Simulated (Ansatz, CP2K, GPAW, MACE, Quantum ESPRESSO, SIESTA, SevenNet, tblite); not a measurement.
# Random rock-salt alloy of CaS and PbS (64 atoms) in tblite

Wanted: tblite inputs and outputs for random rock-salt alloy of CaS and PbS (64 atoms), checked against a plane-wave reference.

Program: tblite 0.8.0. Level of theory: the method is named at each step. Results are calculated unless marked as measured.

### Step 1. The structure

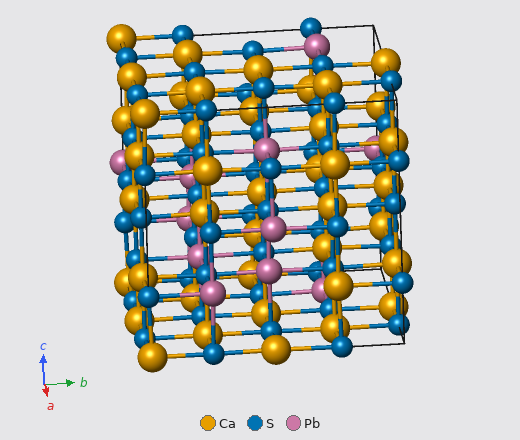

Start, viewed slightly off an axis; calcium orange, sulfur blue, lead pink. Some periodic images of atoms are drawn too.

The cell holds 64 atoms: 24 Ca, 32 S and 8 Pb. Cell: a = 11.503 Å, b = 11.503 Å, c = 11.503 Å, α = 90.0°, β = 90.0°, γ = 90.0°. It derives from CaS (rock-salt), repeated 2×2×2. Rock-salt CaS, 2 x 2 x 2 conventional cells, 8 of 32 Ca sites given to Pb at random (x = 0.250), lattice by Vegard's rule (a = 5.752 Å); not relaxed, displaced by a Gaussian of 0.02 Å. Then every atom was moved at random, 0.02 Å r.m.s. a Cartesian component.

The yardstick, on the same geometry:

```
method                                           : Kohn-Sham DFT, PBE, SSSP efficiency 1.3.0 pseudopotentials, plane waves (Quantum ESPRESSO 7.5); sssp-pbe-1.3.0-efficiency, cutoffs 45/360 Ry, Γ point
r.m.s. force component                           : 0.2982 eV/Å
longest force                                    : 1.12 eV/Å
pressure                                         : 2.061 GPa
gap (highest filled to lowest empty level) : 1.903 eV
time                                             : 5.4 min on 4 MPI ranks of Arm Neoverse V2, shared host
CPU time                                         : 22 min
```

### Step 2. IPEA1-xTB

Method: IPEA1-xTB tight binding, diagonalisation.

run.py

```python
import numpy as np
from ase.io import read
from tblite.ase import TBLite

atoms = read("structure.xyz")
atoms.calc = TBLite(method="IPEA1-xTB", electronic_temperature=580, accuracy=1.0, max_iterations=250, mixer_damping=0.1, verbosity=1)
energy = atoms.get_potential_energy()
forces = atoms.get_forces()
print(f"energy {energy:.6f} eV")
print("forces (eV/A)")
for i, (a, f) in enumerate(zip(atoms, forces)):
    print(f"{i:4d} {a.symbol:2s} {f[0]:10.5f} {f[1]:10.5f} {f[2]:10.5f}")
stress = -atoms.get_stress(voigt=False) * 160.21766
print("stress (GPa, compression positive)")
for row in stress:
    print(" ".join(f"{x:10.4f}" for x in row))
print("charges (e)")
print(np.array2string(atoms.get_charges(), precision=4, suppress_small=True, max_line_width=110, threshold=100000))
```

structure.xyz

```xyz
64
Lattice="11.50300 0.00000 0.00000 0.00000 11.50300 0.00000 0.00000 0.00000 11.50300" Properties=species:S:1:pos:R:3 pbc="T T T"
Ca 0.01817 0.09271 0.02485
S 2.90922 0.05625 0.01254
Pb 11.48229 2.91382 2.86735
S 2.89864 2.88794 2.88495
Ca 2.84412 11.46009 2.89795
S 11.50173 11.50208 2.87149
Ca 2.84561 2.82916 11.50288
S 11.47999 2.86425 0.01242
Pb 0.04222 11.48310 5.70100
S 2.82192 11.47447 5.69767
Ca 11.46354 2.84665 8.66118
S 2.82353 2.88829 8.60045
Ca 2.87759 11.47769 8.56329
S 11.44986 0.00276 8.61264
Pb 2.89933 2.87069 5.74621
S 11.48851 2.89623 5.72884
Ca 11.47942 5.69030 0.04452
S 2.84550 5.77819 11.47827
Ca 11.44525 8.60528 2.87817
S 2.91567 8.60068 2.85689
Ca 2.86620 5.74966 2.87540
S 0.04831 5.75840 2.90002
Pb 2.88219 8.67982 0.03900
S 11.49161 8.67407 0.01645
Pb 11.44652 5.74736 5.73022
S 2.94235 5.75311 5.78509
Ca 0.02186 8.61241 8.63737
S 2.85401 8.64416 8.62944
Ca 2.84446 5.75000 8.64830
S 11.49966 5.70928 8.60574
Ca 2.89496 8.64830 5.77232
S 0.01645 8.64427 5.70215
Ca 5.78417 0.02703 11.49161
S 8.57261 0.01679 11.49909
Pb 5.75323 2.87092 2.85044
S 8.60712 2.87955 2.85240
Ca 8.60585 0.01254 2.89956
S 5.75069 11.49840 2.86356
Ca 8.62690 2.86206 0.03071
S 5.66615 2.87322 0.00299
Ca 5.69226 11.48310 5.70250
S 8.63312 0.00817 5.73540
Ca 5.75162 2.87080 8.60781
S 8.69305 2.89438 8.63691
Ca 8.57135 0.02416 8.62000
S 5.76795 0.01139 8.60896
Ca 8.59090 2.89174 5.76956
S 5.69686 2.86724 5.73390
Ca 5.77876 5.75990 11.50001
S 8.64082 5.73482 0.03405
Ca 5.77416 8.61621 2.93211
S 8.60344 8.61805 2.84136
Pb 8.63691 5.72205 2.88886
S 5.69191 5.75138 2.86126
Ca 8.69190 8.62345 0.02243
S 5.74943 8.67936 0.01035
[... 4 atom lines left out ...]
Pb 8.66429 5.78026 8.58331
S 5.74000 5.77750 8.58745
Ca 8.64727 8.67280 5.76220
S 5.74448 8.59355 5.76059
```

Launch:

```console
$ OMP_NUM_THREADS=1 python run.py > output.txt
```

Output:

```text
------------------------------------------------------------
  cycle        total energy    energy error   density error
------------------------------------------------------------
      1     -145.3319634340  -1.4495941E+02   8.5195927E-01
      2     -148.1643789343  -2.8324155E+00   7.0587279E-01
      3     -150.3801619379  -2.2157830E+00   3.9332210E-01
      4     -150.8987503285  -5.1858839E-01   3.4875320E-01
      5     -151.2361772507  -3.3742692E-01   6.8898200E-02
      6     -151.2880103980  -5.1833147E-02   3.6130795E-02
      7     -151.3105676758  -2.2557278E-02   1.4471297E-02
      8     -151.3106903833  -1.2270740E-04   7.2831948E-03
      9     -151.3118840899  -1.1937067E-03   5.2002421E-03
     10     -151.3120397136  -1.5562367E-04   3.2841090E-03
     11     -151.3122370746  -1.9736095E-04   1.5107489E-03
     12     -151.3122690737  -3.1999122E-05   2.4622394E-04
     13     -151.3122689230   1.5072692E-07   2.3531448E-04
     14     -151.3122696313  -7.0838468E-07   1.4822341E-04
     15     -151.3122698070  -1.7563508E-07   6.5352110E-05
     16     -151.3122698462  -3.9169123E-08   2.4858839E-05
     17     -151.3122698513  -5.1028053E-09   6.8042891E-06
------------------------------------------------------------
 total:                                   3.605 sec
energy -4117.416585 eV
forces (eV/A)
   0 Ca   -0.27634   -0.28806   -0.08755
   1 S    -0.11320    0.17599    0.01658
   2 Pb    0.02046   -0.28467   -0.22321
   3 S    -0.32256   -0.09676   -0.54335
   4 Ca    0.05110    0.11676   -0.23525
   5 S     0.17844   -0.34072   -0.41100
   6 Ca    0.11113    0.19950    0.11239
   7 S     0.00523    0.11554   -0.30681
   8 Pb   -0.44993   -0.34529    0.25185
   9 S     0.71655   -0.20174    0.14736
  10 Ca   -0.00544   -0.03717   -0.21088
  11 S     0.13972   -0.22857    0.44613
  12 Ca    0.06384    0.00922    0.11053
  13 S     0.35599   -0.09444    0.38889
  14 Pb   -0.13997    0.16272    0.03393
  15 S    -0.51973    0.11139    0.70216
  16 Ca   -0.19613    0.10503   -0.10437
  17 S     0.10907   -0.40107    0.19515
  18 Ca    0.08929    0.14522   -0.00924
  19 S    -0.16784    0.10497    0.62047
  20 Ca    0.00987   -0.07409   -0.13331
  21 S    -0.12273    0.35125   -0.54617
  22 Pb   -0.06607   -0.06717   -0.15376
  23 S    -0.21786   -0.18418   -0.09611
[...]
56 Ca    0.15228    0.10487   -0.01000
  57 S    -0.63849   -0.02163    0.25736
  58 Ca   -0.06671    0.11156   -0.03161
  59 S     0.12022    0.47694    0.02994
  60 Pb   -0.17051   -0.10952    0.12497
  61 S    -0.29924   -0.05179    0.18361
  62 Ca    0.26876   -0.05629   -0.00037
  63 S     0.12631    0.08058   -0.00835
stress (GPa, compression positive)
   -8.3858    -0.1517     0.1110
   -0.1517    -8.2525     0.0714
    0.1110     0.0714    -8.0039
charges (e)
[ 0.3958 -0.3904  0.4192 -0.4838  0.4116 -0.3686  0.3676 -0.366   0.423  -0.3542  0.3806 -0.4038  0.422
 -0.3956  0.3653 -0.473   0.3922 -0.4111  0.3919 -0.3993  0.3841 -0.3486  0.382  -0.3979  0.4183 -0.4025
  0.4111 -0.3932  0.3823 -0.3732  0.3752 -0.4688  0.4165 -0.4045  0.4236 -0.4492  0.3881 -0.3822  0.4185
 -0.3762  0.3994 -0.3973  0.3966 -0.3902  0.3981 -0.3922  0.3837 -0.3712  0.4122 -0.477   0.3929 -0.3841
  0.4212 -0.3745  0.3985 -0.3898  0.3836 -0.4433  0.4207 -0.371   0.4317 -0.3918  0.4192 -0.4023]
```

Run time: 4.1 s. Hardware: 1 thread of Arm Neoverse V2, shared host; peak memory 0.13 GiB.

Banners, paths, timers and routine set-up lines are dropped from the logs unmarked, and long logs keep their key lines alone; longer cuts are marked.

Compared with the plane-wave run:

```
r.m.s. force component                  : 0.2376 eV/Å
r.m.s. difference of force components   : 148.8 meV/Å
longest difference of force vectors     : 525.7 meV/Å
force difference over r.m.s. force      : 49.9 %
slope of forces against the reference's : 0.693
correlation of force components         : 0.8697
pressure                                : -8.214 GPa
pressure difference                     : -10.28 GPa
```

Length of the force difference by element (eV/Å):

| element | atoms | mean | most |
| --- | --- | --- | --- |
| Ca | 24 | 0.23 | 0.40 |
| Pb | 8 | 0.30 | 0.53 |
| S | 32 | 0.24 | 0.36 |

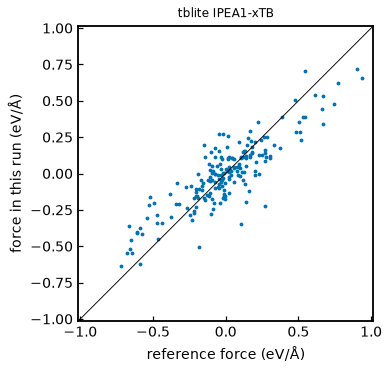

Force components against those of the reference; the line marks equality.

The surroundings of Pb25, one of the 8 Pb atoms, nearest first, numbered as they follow in the input and with coordinates relative to it.

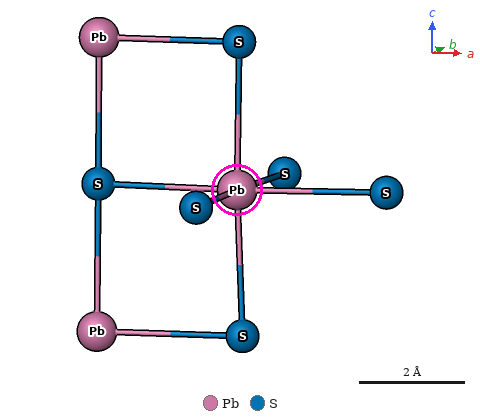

The atoms of the table, within 4.0 Å (arrows a, b, c point along x, y, z); some may hide others; the central atom is ringed.

```csv
atom,x,y,z,distance (Å),bonds,Mulliken charge (e),Fx,Fy,Fz (eV/Å)
Pb25,0.00,0.00,0.00,0.00,6,0.42,0.39,0.27,0.23
S58,-2.79,0.01,0.02,2.79,6,-0.44,-0.64,-0.02,0.26
S22,0.10,0.01,-2.83,2.83,6,-0.35,-0.12,0.35,-0.55
S16,0.04,-2.85,0.00,2.85,6,-0.47,-0.52,0.11,0.70
S30,0.05,-0.04,2.88,2.88,6,-0.37,0.50,0.22,0.54
S32,0.07,2.90,-0.03,2.90,6,-0.47,-0.01,0.05,0.05
S26,3.00,0.01,0.05,3.00,6,-0.40,-0.05,0.23,-0.16
Pb61,-2.78,0.03,2.85,3.99,6,0.43,-0.17,-0.11,0.12
Pb53,-2.81,-0.03,-2.84,4.00,6,0.42,-0.12,0.25,-0.51
```

Atoms are counted from 1 here, from 0 in the log.

Forces lie 50 % from the reference's, at 0.0031 times its CPU time (on 1 against 4 cores).

Further runs of this program without a result: tblite GFN2-xTB (not converged).

### Step 3. Outcome

```yaml
force_difference_from_the_reference: tblite IPEA1-xTB, 50 %
its_cpu_time: 4.1 s
```

Tight binding differs by 50 % (tblite IPEA1-xTB); it is another model, with fitted parameters of its own, and the xTB methods hold dispersion. IPEA1-xTB was fitted to ionisation energies and electron affinities, not to forces or charges. One electronic-structure run takes under half the reference's CPU time: tblite IPEA1-xTB, at 50 % in 4.1 s against 22 min; its pressure misses by -10.3 GPa. Periodic xTB results under one method name differ between programs and library versions. The reference's pressure holds the uncorrected Pulay stress of its 45 Ry basis, so small pressure differences, and their order, may be the reference's own error. The host structure and its lattice constant were typed by rule, without a check against the phase diagram. The reference's pressure of 2.1 GPa belongs to a cell and atoms that aren't relaxed at this level. The electronic-structure runs sample only Γ, in a cell whose shortest periodic width is 12 Å. Spin–orbit coupling is left out, which matters for the levels of the heavy elements.

[Also dropped from logs without a mark: logging warnings of Python, and SIESTA's first energy breakdown and zero terms.]

[Logs are printed without paths, hosts, clocks, repeated set-up lines and the standing remarks that a program may print on its own settings, such as how far it seeks lower states.]

[Hosts, paths, dates, database ids (printed as entryN), source tags and the programs' standing remarks are cut or masked in the printed files.]
